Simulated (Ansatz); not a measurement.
# GeSiH5Cl (SMILES [SiH3][GeH2][Cl]) at wB97M-V/def2-SVP

Aim: the electronic atomisation energy of GeSiH5Cl at wB97M-V/def2-SVP, from 5 runs. 

The results are computed with Ansatz 0.2.0.

57 further runs of the same task are left out: 57 set aside as unsound or not needed.

**1. The molecule**

GeSiH5Cl has 8 atoms, charge 0, and is taken as a singlet. SMILES: `[SiH3][GeH2][Cl]`. The shape is that of a PBE0-D4/def2-TZVP optimisation.

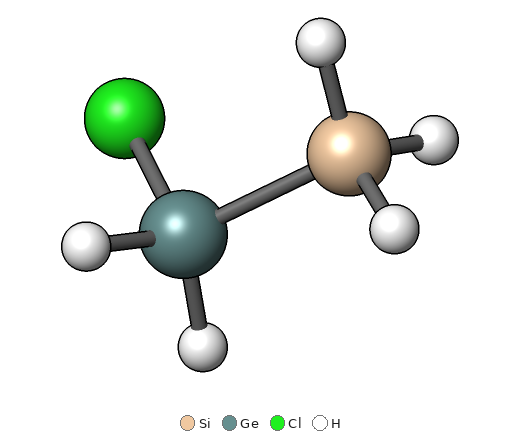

Viewed from a chosen angle; silicon light orange, germanium teal, chlorine green, hydrogen white.

**2. The energy at wB97M-V/def2-SVP**

File in.yaml:

```yaml
basis:
  gaussian:
    orbitals: def2-SVP
crystal:
  periodic: [false, false, false]
  atoms:
    - symbol: Si
      position_ang: [-0.863600, 0.827300, -0.302500]
    - symbol: Ge
      position_ang: [0.738300, -0.882000, 0.118400]
    - symbol: Cl
      position_ang: [1.963100, -0.183700, 1.766200]
    - symbol: H
      position_ang: [-1.744900, 0.416200, -1.427300]
    - symbol: H
      position_ang: [-0.149800, 2.078700, -0.658900]
    - symbol: H
      position_ang: [-1.678500, 1.035600, 0.920200]
    - symbol: H
      position_ang: [1.703100, -1.135200, -1.051200]
    - symbol: H
      position_ang: [0.124600, -2.213900, 0.579200]
hamiltonian:
  xc: {name: wB97M-V}
accuracy: high
output: {orbitals: {seedname: orbitals}}
```

Started as:

```
$ ansatz run in.yaml --threads 1 --pin off --max-ram 3480MiB --events-out events.jsonl --progress --plain --runs-dir runs
```

Log:

```text
Warning: RAYON_NUM_THREADS=1 ignored (pool sized by the plan → 1); use --threads N
Functional definition: wB97M-V
  name "wB97M-V"
  parameter omega = 0.3/bohr
  parameter cx = 0.15
  parameter cx01 = 1.007
  parameter cx10 = 0.259
  parameter css00 = 0.443
  parameter css04 = -1.437
  parameter css10 = -4.535
  parameter css20 = -3.390
  parameter css43 = 4.278
  parameter cos00 = 1.000
  parameter cos10 = 1.358
  parameter cos20 = 2.924
  parameter cos21 = -8.812
  parameter cos60 = -1.390
  parameter cos61 = 9.142
  parameter b = 6.0
  parameter c = 0.01
  gx(w, u) = 1 - cx + cx01*u + cx10*w
  gss(w, u) = css00 + css04*u^4 + css10*w + css20*w^2 + css43*w^4*u^3
  gos(w, u) = cos00 + cos10*w + (cos20 + cos21*u)*w^2 + (cos60 + cos61*u)*w^6
  exchange = spin_sum(e_x_unif_sr(omega)*gx(b97_w, b97_u_x)) + cx*exact_x_sr(omega) + exact_x_lr(omega)
  correlation = spin_sum(e_c_pw_mod_same_spin*gss(b97_w, b97_u_same))
      + integral(e_c_pw_mod_opposite_spin*gos(b97_w_opposite, b97_u_opposite)) + vv10(b, c)
1916 factors; integrals over basis functions are off by at most 4.8e-9 eV
386 factors; integrals over basis functions are off by at most 2.3e-9 eV
mean field evaluation 1: about -76981.7916 eV, gradient 1.8e1 eV
mean field evaluation 2: about -76982.1414 eV, gradient 1.6e1 eV
mean field evaluation 4: about -76982.4933 eV, gradient 5.9e-1 eV
mean field evaluation 8: about -76982.5647 eV, gradient 2.2e-2 eV
mean field evaluation 16: about -76982.5647 eV, gradient 4.3e-6 eV
mean field -76982.56470090 eV, -2829.0570721017 hartree, gradient 5.8e-8 eV, S^2 0.000000; 0 other end points of the search recorded, 0 dependent functions left out
reference -76982.56470542 eV, -2829.0570722677 hartree; 34, 34 occupied and 59, 59 virtual orbitals, 1916 factors
Total energy: -76982.56470542 eV, -2829.0570722677 hartree
```

It took 28 s on 1 thread of AMD EPYC 9R45 (Zen 5), shared host; peak memory 0.66 GiB.

**3. The Cl atom at the same level**

File run.yaml:

```yaml
crystal:
  periodic: [false, false, false]
  atoms:
    - {symbol: Cl, position_ang: [0.000000, 0.000000, 0.000000]}
basis:
  gaussian:
    orbitals: def2-SVP
magnetization:
  spin_polarized: true
  initial_magnetization: 1
hamiltonian:
  xc: {name: wB97M-V}
accuracy: high
```

Run the same way, it converges to -459.96766 Eh (log not shown).

**4. The Ge atom**

File molecule.yaml:

```yaml
crystal:
  periodic: [false, false, false]
  atoms:
    - {symbol: Ge, position_ang: [0.000000, 0.000000, 0.000000]}
basis:
  gaussian:
    orbitals: def2-SVP
total_charge: 0
magnetization:
  spin_polarized: true
  initial_magnetization: 2
hamiltonian:
  xc: {name: wB97M-V}
accuracy: high
```

Run the same way, it converges to -2076.54718 Eh (log not shown).

**5. The H atom, same level**

Edit run.yaml of step 3 so:

```diff
@@ -3,3 +3,3 @@
   atoms:
-    - {symbol: Cl, position_ang: [0.000000, 0.000000, 0.000000]}
+    - {symbol: H, position_ang: [0.000000, 0.000000, 0.000000]}
 basis:
```

Run the same way, it converges to -0.49171 Eh (log not shown).

**6. The Si atom**

File in.yaml:

```yaml
crystal:
  periodic: [false, false, false]
  atoms:
    - {symbol: Si, position_ang: [0.000000, 0.000000, 0.000000]}
basis:
  gaussian:
    orbitals: def2-SVP
magnetization:
  spin_polarized: true
  initial_magnetization: 2
hamiltonian:
  xc: {name: wB97M-V}
accuracy: high
```

Started as:

```
$ ansatz run in.yaml --threads 1 --pin off --max-ram 3480MiB --events-out events.jsonl --progress --plain --runs-dir runs
```

Log, shortened:

```text
Warning: RAYON_NUM_THREADS=1 ignored (pool sized by the plan → 1); use --threads N
[... 2 set-up lines as earlier in the session ...]
[...]
  gx(w, u) = 1 - cx + cx01*u + cx10*w
  gss(w, u) = css00 + css04*u^4 + css10*w + css20*w^2 + css43*w^4*u^3
  gos(w, u) = cos00 + cos10*w + (cos20 + cos21*u)*w^2 + (cos60 + cos61*u)*w^6
[...]
      + integral(e_c_pw_mod_opposite_spin*gos(b97_w_opposite, b97_u_opposite)) + vv10(b, c)
134 factors; integrals over basis functions are off by at most 2.5e-9 eV
71 factors; integrals over basis functions are off by at most 1.1e-9 eV
[...]
mean field -7871.01194090 eV, -289.2543536645 hartree, gradient 1.8e-9 eV, S^2 2.000757; 0 other end points of the search recorded, 0 dependent functions left out
reference -7871.01194291 eV, -289.2543537385 hartree; 8, 6 occupied and 10, 12 virtual orbitals, 134 factors
Total energy: -7871.01194291 eV, -289.2543537385 hartree
```

Wall time 1.9 s (1 thread of AMD EPYC 9R45 (Zen 5), shared host); peak memory 0.24 GiB.

**7. What came out**

Level: wB97M-V/def2-SVP.

| quantity | value |
| --- | --- |
| molecule: total energy | -2829.05707 Eh |
| molecule: HOMO energy | -10.09 eV |
| molecule: LUMO energy | 1.49 eV |
| molecule: HOMO–LUMO gap | 11.58 eV |
| Cl atom: total energy | -459.96766 Eh |
| Cl atom: ⟨S²⟩ | 0.751 |
| Ge atom: total energy | -2076.54718 Eh |
| Ge atom: ⟨S²⟩ | 2.002 |
| H atom: total energy | -0.49171 Eh |
| H atom: ⟨S²⟩ | 0.750 |
| Si atom: total energy | -289.25435 Eh |
| Si atom: ⟨S²⟩ | 2.001 |
| electronic atomisation energy | 22.567 eV |

Taking the molecule apart into free atoms costs 22.57 eV (2177 kJ/mol), before zero-point energy and without spin-orbit coupling.
